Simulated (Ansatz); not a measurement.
**Geometry relaxation, with input and output: CH3FOSi**

- system: CH3FOSi
- method: RKS PBE0-D4/def2-TZVP (Ansatz 0.2.0)

The geometry: PBE-D4/def2-SVP start. Figures and captions count atoms from 1; the log counts them from 0 in places.

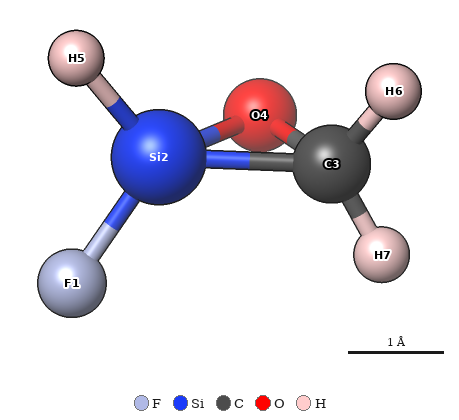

Fig. 1: The starting structure (ball-and-stick view, seen at a tilt; atoms are numbered from 1 in the order of the input).

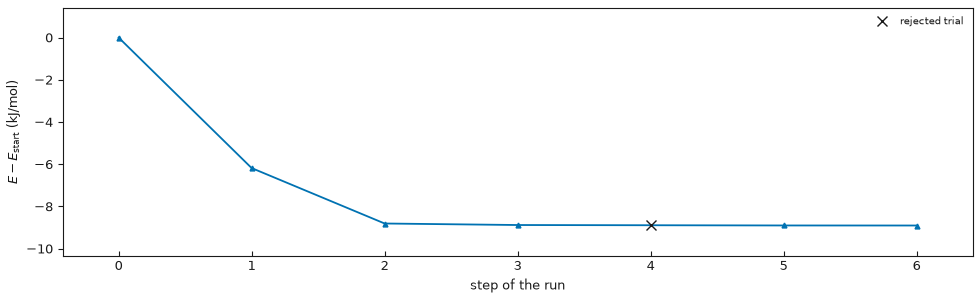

Fig. 2: Progress of the relaxation, step by step (the first geometry is step 0 here and step 1 in the log).

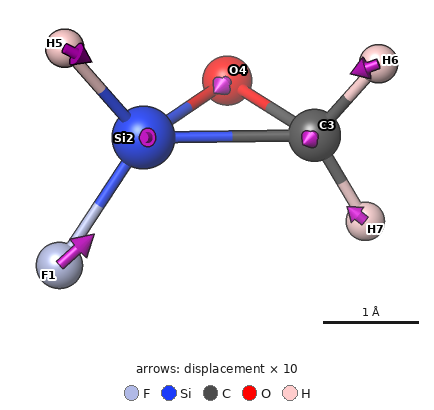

Fig. 3: The starting structure with the displacements as pink arrows, magnified 10 times (ball-and-stick view, seen at a tilt). The two geometries are laid on each other by the best rigid fit. Over 6 geometry steps the energy falls by 8.90 kJ/mol. The largest force component goes from 1.3 to 0.0034 eV/Å. The line search rejected the trial step at point 4 (counted from 0) and went back. The largest move after the best rigid fit is that of F1, 0.051 Å. By element the largest moves are F 0.051 Å, H 0.036 Å, O 0.027 Å, C 0.024 Å, Si 0.023 Å. Among the contacts that change: Si2–O4 1.682 → 1.634 Å, F1–Si2 1.630 → 1.584 Å, Si2–C3 1.819 → 1.790 Å, C3–H6 1.108 → 1.087 Å. (Atoms are counted from 1 in the order of the input.)

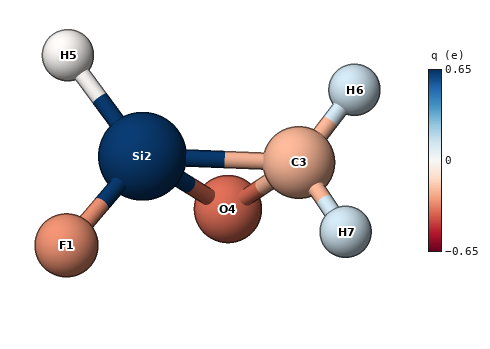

Fig. 4: Mulliken charges, as the colour of each atom (ball-and-stick view, seen at a tilt; atoms are numbered from 1 in the order of the input). By element: F −0.29, Si +0.62, C −0.22, O −0.37 and H −0.01 to +0.14 e.

These pictures come from the run below.

### Input file
```yaml
crystal:
  periodic: [false, false, false]
  atoms:
    - {symbol: F, position_ang: [-2.155072, -0.023569, 0.310103]}
    - {symbol: Si, position_ang: [-0.712885, 0.136045, -0.431994]}
    - {symbol: C, position_ang: [0.853924, 0.002423, 0.481744]}
    - {symbol: O, position_ang: [0.356429, -1.158675, -0.337391]}
    - {symbol: H, position_ang: [-0.956299, 0.769480, -1.753546]}
    - {symbol: H, position_ang: [1.814601, 0.415945, 0.115807]}
    - {symbol: H, position_ang: [0.860501, -0.209549, 1.569479]}
basis:
  gaussian: {orbitals: def2-TZVP}
hamiltonian: {xc: pbe0, dispersion: d4}
relax: {f_tol: 0.005, max_steps: 150}
```

Launched with:
```bash
ansatz run in.yaml --threads 2 --pin off --events-out ev --progress --plain --max-ram 4352MiB
```

### What the program printed
```
Functional definition: PBE0
  name "PBE0"
  cite "Adamo & Barone, J. Chem. Phys. 110, 6158 (1999) doi:10.1063/1.478522"
  cite "Perdew, Burke & Ernzerhof, Phys. Rev. Lett. 77, 3865 (1996) doi:10.1103/PhysRevLett.77.3865"
  parent pbe
  parameter a = 0.25
  parameter kappa = 0.804
  parameter beta = 0.06672455060314922
  exchange = (1 - a)*pbe_x(kappa = kappa, mu = beta*pi^2/3) + a*exact_x
  correlation = pbe_c(beta = beta)
887 factors; their error is unknown
mean field evaluation 1: about -13715.5769 eV, gradient 5.8e1 eV
mean field evaluation 2: about -13701.6549 eV, gradient 1.0e2 eV
mean field evaluation 4: about -13721.7334 eV, gradient 6.4e0 eV
mean field evaluation 8: about -13721.8009 eV, gradient 1.2e-1 eV
mean field evaluation 16: about -13721.8437 eV, gradient 7.5e-5 eV
mean field -13721.84369107 eV, -504.2684546472 hartree, gradient 2.5e-5 eV, S^2 0.000000; 0 other end points of the search recorded, 0 dependent functions left out
the calculation of the forces begins
reference -13721.84371740 eV, -504.2684556149 hartree; 20, 20 occupied and 128, 128 virtual orbitals, 887 factors
relax step   1: F+E_penalty+E_count = -13721.93851208 eV  Δ(F+E_penalty+E_count) = +0.000e0 eV  max|allowed force component| = 1.293e0 eV/Å  Δτ_max = 0.0000 Å  (27 SCF iters, accepted)
these checks for a lower state are left out or cut short: starts, cluster_reference, orbital_swaps, neighbouring_geometries, increment
887 factors; their error is unknown
mean field -13721.90759124 eV, -504.2708029349 hartree, gradient 2.4e-5 eV, S^2 0.000000; 0 other end points of the search recorded, 0 dependent functions left out
the calculation of the forces begins
reference -13721.90761742 eV, -504.2708038972 hartree; 20, 20 occupied and 128, 128 virtual orbitals, 887 factors
relax step   2: F+E_penalty+E_count = -13722.00256645 eV  Δ(F+E_penalty+E_count) = -6.405e-2 eV  max|allowed force component| = 7.986e-1 eV/Å  Δτ_max = 0.0240 Å  (31 SCF iters, accepted)
these checks for a lower state are left out or cut short: starts, cluster_reference, orbital_swaps, neighbouring_geometries, increment
887 factors; their error is unknown
mean field evaluation 32: about -13721.9345 eV, gradient 2.6e-5 eV
mean field -13721.93446984 eV, -504.2717907052 hartree, gradient 2.6e-5 eV, S^2 0.000000; 0 other end points of the search recorded, 0 dependent functions left out
the calculation of the forces begins
reference -13721.93449590 eV, -504.2717916630 hartree; 20, 20 occupied and 128, 128 virtual orbitals, 887 factors
relax step   3: F+E_penalty+E_count = -13722.02978277 eV  Δ(F+E_penalty+E_count) = -2.722e-2 eV  max|allowed force component| = 1.412e-1 eV/Å  Δτ_max = 0.0333 Å  (31 SCF iters, accepted)
these checks for a lower state are left out or cut short: starts, cluster_reference, orbital_swaps, neighbouring_geometries, increment
887 factors; their error is unknown
mean field -13721.93525349 eV, -504.2718195039 hartree, gradient 2.4e-5 eV, S^2 0.000000; 0 other end points of the search recorded, 0 dependent functions left out
the calculation of the forces begins
reference -13721.93527954 eV, -504.2718204614 hartree; 20, 20 occupied and 128, 128 virtual orbitals, 887 factors
relax step   4: F+E_penalty+E_count = -13722.03052925 eV  Δ(F+E_penalty+E_count) = -7.465e-4 eV  max|allowed force component| = 5.600e-2 eV/Å  Δτ_max = 0.0053 Å  (31 SCF iters, accepted)
these checks for a lower state are left out or cut short: starts, cluster_reference, orbital_swaps, neighbouring_geometries, increment
887 factors; their error is unknown
mean field -13721.93518894 eV, -504.2718171318 hartree, gradient 2.3e-5 eV, S^2 0.000000; 0 other end points of the search recorded, 0 dependent functions left out
the calculation of the forces begins
reference -13721.93521500 eV, -504.2718180894 hartree; 20, 20 occupied and 128, 128 virtual orbitals, 887 factors
relax step   5: F+E_penalty+E_count = -13722.03047061 eV  Δ(F+E_penalty+E_count) = +5.865e-5 eV  max|allowed force component| = 4.588e-2 eV/Å  Δτ_max = 0.0079 Å  (31 SCF iters, rejected (line search))
these checks for a lower state are left out or cut short: starts, cluster_reference, orbital_swaps, neighbouring_geometries, increment
887 factors; their error is unknown
mean field -13721.93547422 eV, -504.2718276155 hartree, gradient 2.3e-5 eV, S^2 0.000000; 0 other end points of the search recorded, 0 dependent functions left out
the calculation of the forces begins
reference -13721.93550025 eV, -504.2718285723 hartree; 20, 20 occupied and 128, 128 virtual orbitals, 887 factors
relax step   6: F+E_penalty+E_count = -13722.03074674 eV  Δ(F+E_penalty+E_count) = -2.175e-4 eV  max|allowed force component| = 1.766e-2 eV/Å  Δτ_max = 0.0034 Å  (31 SCF iters, accepted)
these checks for a lower state are left out or cut short: starts, cluster_reference, orbital_swaps, neighbouring_geometries, increment
887 factors; their error is unknown
mean field -13721.93549461 eV, -504.2718283648 hartree, gradient 2.3e-5 eV, S^2 0.000000; 0 other end points of the search recorded, 0 dependent functions left out
the calculation of the forces begins
reference -13721.93552064 eV, -504.2718293215 hartree; 20, 20 occupied and 128, 128 virtual orbitals, 887 factors
relax step   7: F+E_penalty+E_count = -13722.03076920 eV  Δ(F+E_penalty+E_count) = -2.246e-5 eV  max|allowed force component| = 3.395e-3 eV/Å  Δτ_max = 0.0016 Å  (32 SCF iters, accepted)
887 factors; their error is unknown
mean field evaluation 64: about -13721.9355 eV, gradient 9.4e-5 eV
mean field -13721.93549461 eV, -504.2718283648 hartree, gradient 2.3e-5 eV, S^2 0.000000; 1 other end points of the search recorded, 0 dependent functions left out
the calculation of the forces begins
reference -13721.93552064 eV, -504.2718293215 hartree; 20, 20 occupied and 128, 128 virtual orbitals, 887 factors
Total energy: -13722.03079523 eV, -504.2753305982 hartree
Atom 0 at    -2.105360    -0.021946     0.299545 Å, force    -0.000996    -0.000107    -0.002124 eV/Å
Atom 1 at    -0.702870     0.117398    -0.423880 Å, force    -0.000010    -0.000351     0.002612 eV/Å
Atom 2 at     0.837403     0.019343     0.481968 Å, force     0.001605    -0.003395     0.002171 eV/Å
Atom 3 at     0.336768    -1.140574    -0.335143 Å, force    -0.000676     0.000868    -0.000291 eV/Å
Atom 4 at    -0.938247     0.760002    -1.724151 Å, force     0.000414     0.000409    -0.000060 eV/Å
Atom 5 at     1.782307     0.408566     0.110753 Å, force    -0.000900     0.000989    -0.001811 eV/Å
Atom 6 at     0.851198    -0.210688     1.545109 Å, force     0.000564     0.001587    -0.000496 eV/Å
Dipole moment:     0.089030     0.368925    -0.048797 e Å
```

### Trajectory as extended XYZ (Å, eV, eV/Å), 7 frames, from step=1 to step=7
```
7
Properties=species:S:1:pos:R:3:forces:R:3 step=1 energy=-13721.93851
F    -2.1551   -0.0236    0.3101    1.2926   0.1494  -0.6600
Si   -0.7129    0.1360   -0.4320   -0.0110  -0.9953   0.7324
C     0.8539    0.0024    0.4817   -0.0468   0.0904   0.0408
O     0.3564   -1.1587   -0.3374   -0.6746   1.1055   0.0713
H    -0.9563    0.7695   -1.7535    0.0427  -0.1398   0.2938
H     1.8146    0.4159    0.1158   -0.5785  -0.2775   0.1704
H     0.8605   -0.2095    1.5695   -0.0244   0.0674  -0.6486
7
Properties=species:S:1:pos:R:3:forces:R:3 step=2 energy=-13722.00257
F    -2.1315   -0.0220    0.3057    0.7986   0.1008  -0.4060
Si   -0.7059    0.1338   -0.4286   -0.0634  -0.7286   0.5295
C     0.8461    0.0098    0.4817   -0.0823   0.0422  -0.0270
O     0.3516   -1.1472   -0.3348   -0.4853   0.6437  -0.0282
H    -0.9497    0.7601   -1.7385    0.0183  -0.0189   0.0705
H     1.7956    0.4099    0.1161   -0.1700  -0.0728   0.0477
H     0.8549   -0.2122    1.5526   -0.0158   0.0336  -0.1865
7
Properties=species:S:1:pos:R:3:forces:R:3 step=3 energy=-13722.02978
F    -2.0984   -0.0236    0.3018   -0.0958   0.0005   0.0335
Si   -0.7008    0.1198   -0.4247    0.0061   0.0388  -0.0167
C     0.8382    0.0127    0.4801    0.0184   0.1412   0.0439
O     0.3357   -1.1388   -0.3358    0.0438  -0.1291  -0.0349
H    -0.9399    0.7599   -1.7241    0.0016   0.0113  -0.0227
H     1.7813    0.4090    0.1113    0.0090  -0.0304   0.0019
H     0.8451   -0.2069    1.5456    0.0169  -0.0323  -0.0051
7
Properties=species:S:1:pos:R:3:forces:R:3 step=4 energy=-13722.03053
F    -2.1035   -0.0241    0.3005   -0.0093   0.0094  -0.0053
Si   -0.7025    0.1204   -0.4246    0.0070  -0.0265   0.0179
C     0.8376    0.0173    0.4812    0.0233   0.0560   0.0328
O     0.3374   -1.1382   -0.3336   -0.0274  -0.0463  -0.0458
H    -0.9402    0.7601   -1.7257    0.0026   0.0027  -0.0012
H     1.7831    0.4065    0.1114    0.0015   0.0034   0.0007
H     0.8493   -0.2098    1.5451    0.0023   0.0013   0.0009
7
Properties=species:S:1:pos:R:3:forces:R:3 step=5 energy=-13722.03047 accepted=F
F    -2.1013   -0.0174    0.3040   -0.0247  -0.0193  -0.0061
Si   -0.7023    0.1158   -0.4262    0.0252   0.0185   0.0226
C     0.8363    0.0174    0.4813    0.0301   0.0459   0.0211
O     0.3411   -1.1399   -0.3372   -0.0415  -0.0390  -0.0287
H    -0.9408    0.7581   -1.7257    0.0018  -0.0045  -0.0089
H     1.7810    0.4101    0.1135    0.0064  -0.0011  -0.0012
H     0.8471   -0.2121    1.5446    0.0027  -0.0005   0.0013
7
Properties=species:S:1:pos:R:3:forces:R:3 step=6 energy=-13722.03075
F    -2.1048   -0.0216    0.3003    0.0037   0.0019  -0.0056
Si   -0.7027    0.1183   -0.4241    0.0035  -0.0177   0.0088
C     0.8376    0.0187    0.4819   -0.0042   0.0034  -0.0029
O     0.3370   -1.1404   -0.3362   -0.0040   0.0135   0.0062
H    -0.9394    0.7591   -1.7249    0.0017   0.0041  -0.0002
H     1.7827    0.4086    0.1121    0.0011  -0.0006  -0.0070
H     0.8506   -0.2106    1.5452   -0.0018  -0.0046   0.0006
7
Properties=species:S:1:pos:R:3:forces:R:3 step=7 energy=-13722.03077
F    -2.1054   -0.0219    0.2995   -0.0010  -0.0001  -0.0021
Si   -0.7029    0.1174   -0.4239    0.0000  -0.0004   0.0026
C     0.8374    0.0193    0.4820    0.0016  -0.0034   0.0022
O     0.3368   -1.1406   -0.3351   -0.0007   0.0009  -0.0003
H    -0.9382    0.7600   -1.7242    0.0004   0.0004  -0.0001
H     1.7823    0.4086    0.1108   -0.0009   0.0010  -0.0018
H     0.8512   -0.2107    1.5451    0.0006   0.0016  -0.0005
```

### Key numbers

| quantity | value |
| --- | --- |
| outcome | converged |
| total energy | −13722.0308 eV |
| mean-field energy | −13721.9355 eV |
| dispersion energy | −0.0953 eV |
| SCF solution under orbital rotations | stable |
| largest force (length of the vector) at the end | 0.004 eV/Å |
| dipole moment | 1.84 D |
| hardware | 2 threads of Arm Neoverse V2, 23 GiB of memory available, shared host |
| wall time | 17 s (CPU time 32 s) |
| peak memory | 0.27 GiB |
